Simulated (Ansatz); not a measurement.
## Electronic structure of ClH₅Si₂···H₂ in real space

```xyz
10

Si   -1.1545   -0.6349   -0.1816
Cl   -0.5800   -0.5404   -2.1826
H    -1.9271   -1.8967    0.0161
H    -2.0459    0.5283    0.1028
Si    0.7943   -0.5978    1.1168
H     0.5179    2.1267   -1.6574
H     0.7670    2.7952   -1.3917
H     0.4366   -0.6514    2.5690
H     1.6349   -1.7843    0.7710
H     1.5568    0.6552    0.8376
```

Theory: RKS PBE0-D4/def2-SVP (Ansatz 0.2.0).

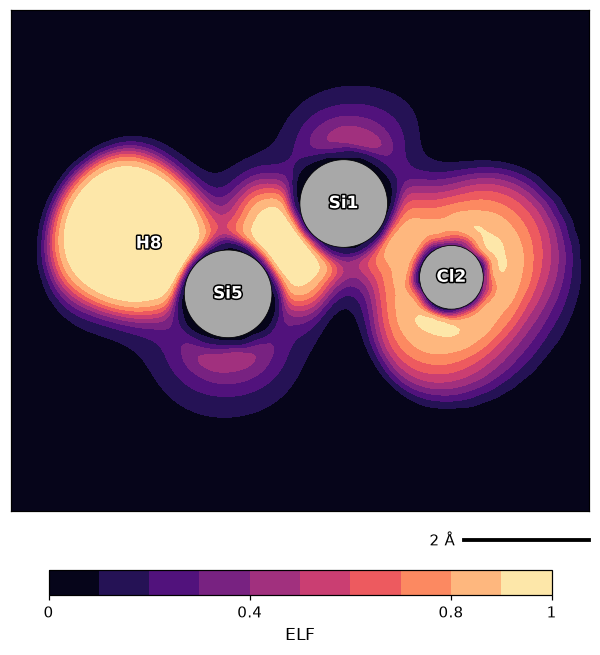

Figure 1. ELF on the plane of atoms Si1, Si5 and H8. Grey discs cover the atomic cores.

Q: Interpret the plot.

A:
- Atoms in the plane: Si, Cl and H.
- Si–Cl (2.08 Å): the ELF peaks at about 0.90 between the atoms, as expected for a polar covalent bond.
- Si–Si (2.34 Å): the ELF peaks at about 1 between the atoms (localised, covalent bonding).
- Si–H (1.50 Å): the ELF climbs to about 1 towards the hydrogen, as it does in any bond to H.
- The ELF also peaks beside Cl2, away from the bonds: lone-pair regions.

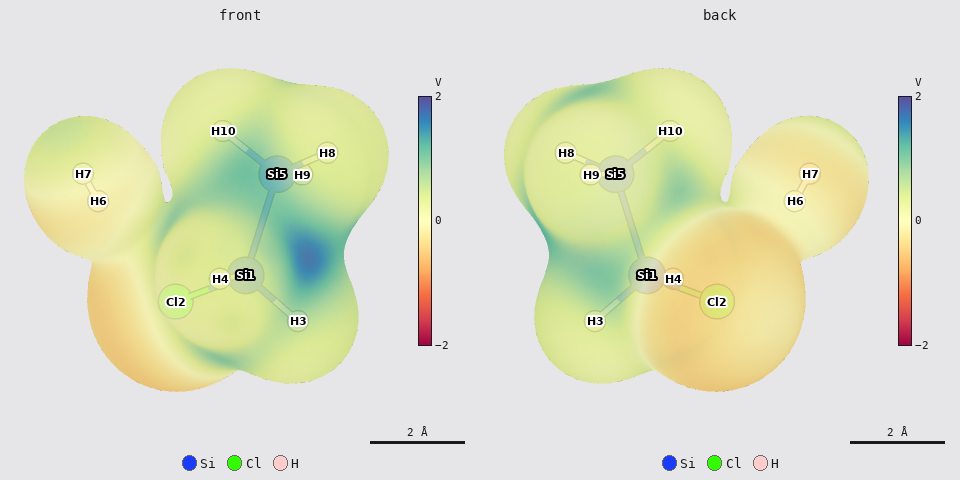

Figure 2. The electrostatic potential painted on the density surface at 0.002 e/bohr³, seen from the front and from behind; red is negative and blue positive.

Q: Which sites attract a positive test charge, and which a negative one?

A: A positive charge is drawn to the negative regions and a negative charge to the positive ones. The most negative region (about −0.5 V) lies over Cl2, the most positive (about +1.6 V) over Si1.

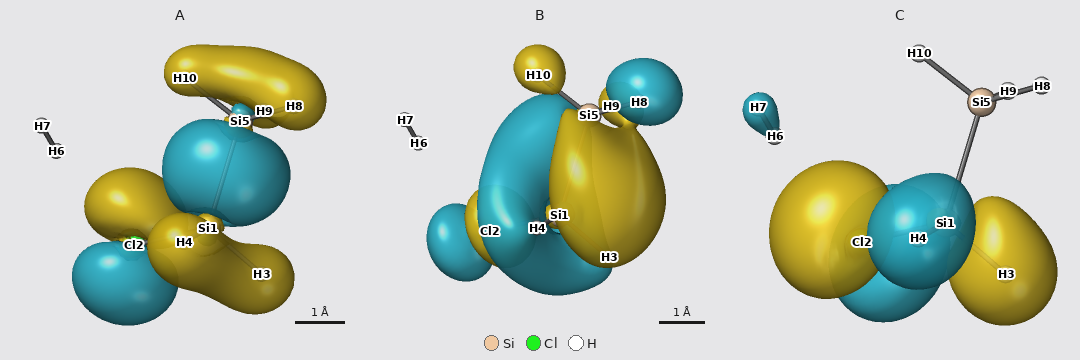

Figure 3. Three frontier orbitals at ±0.08 Å⁻³ᐟ² (yellow and cyan are the two phases), in no order.

Q: Order the three orbitals by energy and name them.

A: C is the HOMO−1 (−8.90 eV). Its weight (Hirshfeld) is mainly on Cl2 (about 65 %), Si1 (about 15 %), H3 (about 10 %) and H4 (about 10 %). A is the HOMO (−8.21 eV). By Hirshfeld shares it lies mainly on Cl2 (about 35 %), Si5 (about 25 %) and Si1 (about 25 %). B is the LUMO (−0.41 eV). It lies mainly on Si1 (about 45 %), Si5 (about 20 %) and Cl2 (about 15 %).

Q: What is the HOMO–LUMO gap?

A: 7.80 eV between the orbital energies.
